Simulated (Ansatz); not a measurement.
# BH2ClO (SMILES OBCl): the energy, rung by rung

BH2ClO has 5 atoms, charge 0, and is taken as a singlet. SMILES: `OBCl`. Geometry: optimised at B3LYP/def2-SVP. This is one conformer, not always the lowest.

Each level gives the adiabatic ionisation energy (to the doublet cation, shapes relaxed at B3LYP/def2-SVP, no zero-point term) (eV). The values are calculated.

```json
{"level": "HF/def2-TZVPP", "kind": "Hartree–Fock", "program": "Ansatz", "value (eV)": "10.92"}
{"level": "PBE/def2-TZVPP", "kind": "GGA", "program": "Ansatz", "value (eV)": "11.02"}
{"level": "r2SCAN/def2-TZVPP", "kind": "meta-GGA", "program": "Ansatz", "value (eV)": "11.17"}
{"level": "B3LYP/def2-TZVPP", "kind": "global hybrid", "program": "Ansatz", "value (eV)": "11.32"}
{"level": "PBE0-D4/def2-TZVPP", "kind": "global hybrid", "program": "Ansatz", "value (eV)": "11.28"}
{"level": "wB97M-V/def2-TZVPP", "kind": "range-separated hybrid", "program": "Ansatz", "value (eV)": "11.45"}
{"level": "MP2/def2-TZVPP", "kind": "perturbation theory", "program": "Ansatz", "value (eV)": "11.61"}
```

The values span 10.92 to 11.61 eV.

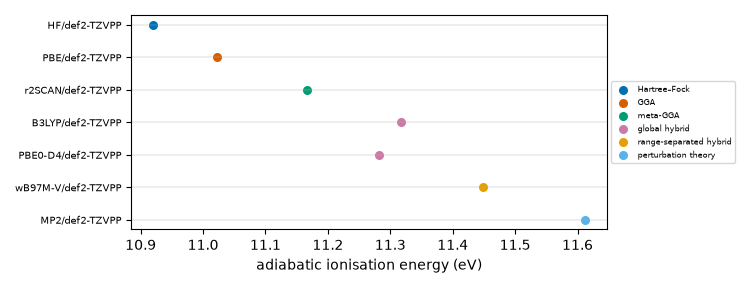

The values of the table, level by level.
